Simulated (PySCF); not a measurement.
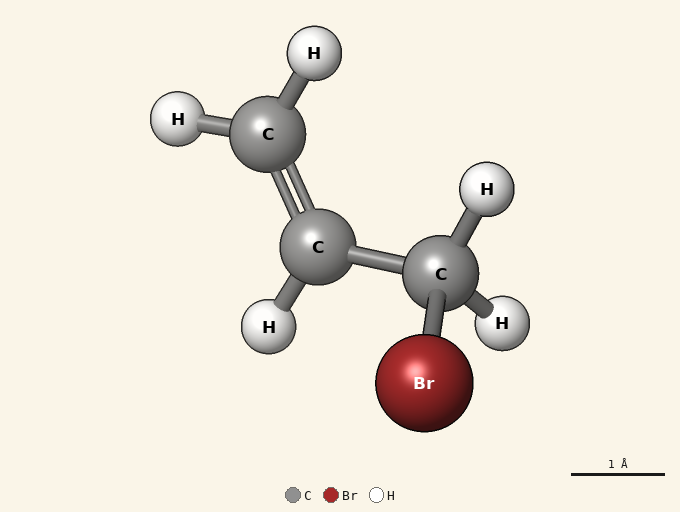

Rendered structure (ball-and-stick style). Double and triple bonds are drawn as two and three sticks.

The geometry was computed by an optimisation with PBE0-D3(BJ)/def2-SVP. No frequency run is at hand to confirm it as a minimum.

> Count the atoms of each element.

C3H5Br, 9 atoms: 3 carbon, 5 hydrogen and 1 bromine.

> How many bonds of each kind are drawn?

5 C–H, 2 C–C, 1 C–Br.

More results for the same structure follow; atom numbers are the same in all pictures, views and colours differ.

**Symmetry**

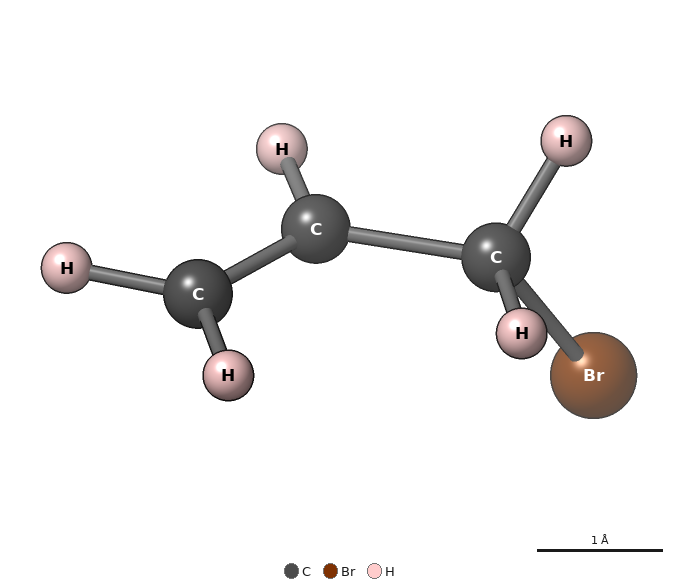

Depth is shown by fading: the farther an atom, the more it takes the colour of the background. No frequency run is at hand to confirm it as a minimum. Masses are those of the most abundant isotopes; constants are for the rigid equilibrium geometry.

> Classify the rotor and give the rotational constants (cm⁻¹).

An asymmetric top (C1): A = 0.646, B = 0.0655, C = 0.0636 cm⁻¹. Ray's parameter κ is −0.99, close to the prolate limit.

**Spin–spin coupling**

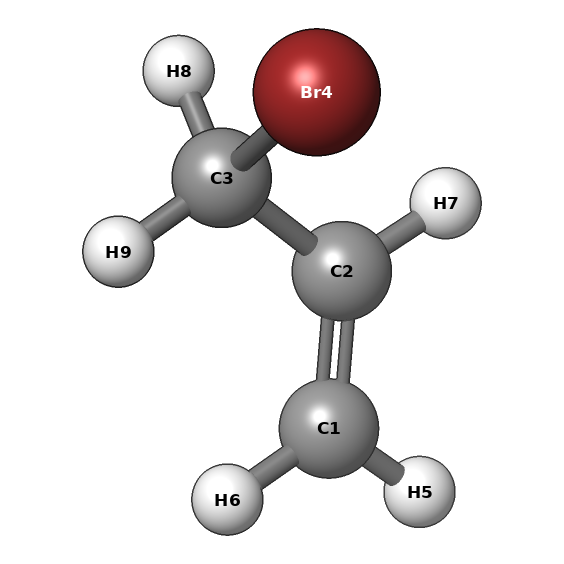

No frequency run is at hand to confirm it as a minimum. Method: B3LYP/pcJ-1 (pcSseg-1 on Br) indirect spin-spin coupling, non-relativistic, gas phase (PySCF 2.14.0). Isotopes: 13C, 1H.

Give the spin–spin coupling constants of these pairs, with the number of bonds between them: C2/C3, C1/H7, H5/H6, C3/H6, H5/H7, H7/H9.

```csv
pair,bonds apart,J (Hz)
"C2, C3",1,49.5
"C1, H7",2,1.4
"H5, H6",2,1.9
"C3, H6",3,9.7
"H5, H7",3,11.3
"H7, H9",3,13.6
```

**Excitation**

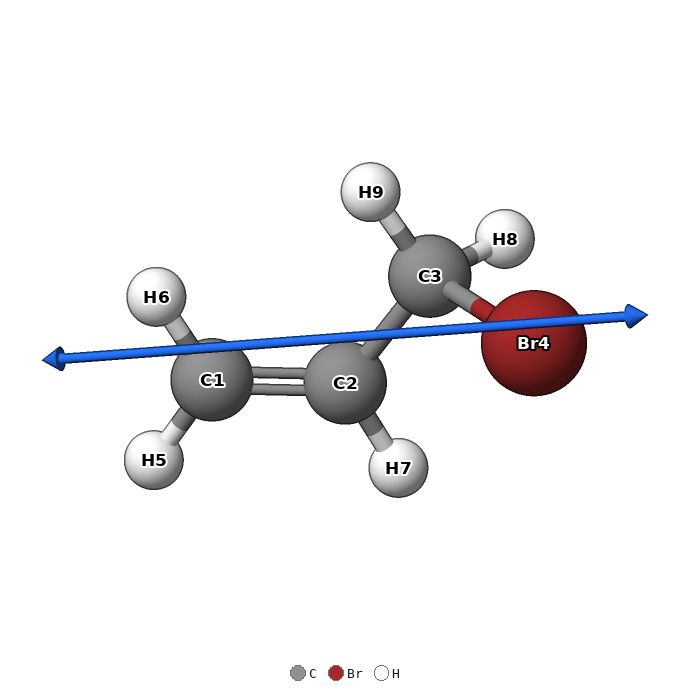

The double arrow shows the direction of the transition dipole to excited singlet state 3 (its length means nothing). No frequency run is at hand to confirm it as a minimum. Method: TDDFT PBE0/def2-SVPD, vertical, gas phase, core orbitals frozen in the response (PySCF 2.14.0).

> How is the transition polarised?

Close to the long direction C1···Br4.

> Where does the transition lie, and how strong is it?

6.45 eV (192 nm), oscillator strength 0.21, mainly HOMO−2 → LUMO (weight 0.60); transition dipole 2.93 D.

**Core levels**

No frequency run is at hand to confirm it as a minimum. Level of theory: delta-SCF UKS SCAN, pcX-2 on the ionised atom, pcseg-1 elsewhere, spin-free X2C (PySCF 2.14.0).

Give the core-electron binding energies (to vacuum) of C1 1s, C2 1s, C3 1s.

```csv
atom,level,binding energy (eV)
C1,1s,290.6
C2,1s,291.1
C3,1s,292.1
```
